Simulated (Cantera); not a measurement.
Feed: 1 mol CH3SiH3, 0.034 mol C2H4, 69 mol H2, held at 2025 K.

Method: chemical equilibrium by Gibbs-energy minimisation in Cantera with the NASA 1993 tables (ideal gas, pure condensed phases). Candidate condensed phases: C, C6H6, C7H8, C8H18, Si, SiC; 87 gas species. The feed counts by its element totals alone. Gases not in the tables: Si2H6 and higher silanes. The numbers say what is thermodynamically allowed, not how fast it happens.

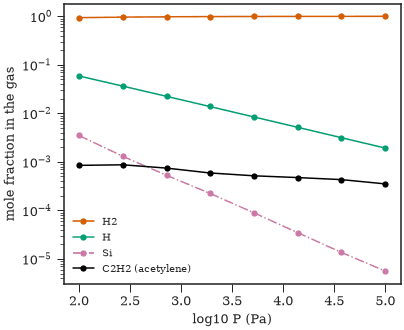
Figure: Equilibrium gas composition (values under 1e-9 drawn at 1e-9)

From 1.00 mbar to 2.70 mbar the condensed part is C(graphite) + SiC(s). From 7.20 mbar to 1.00 bar the condensed part is SiC(s). The main Si-bearing gas is Si at 1.00 mbar and SiH2 at 1.00 bar.
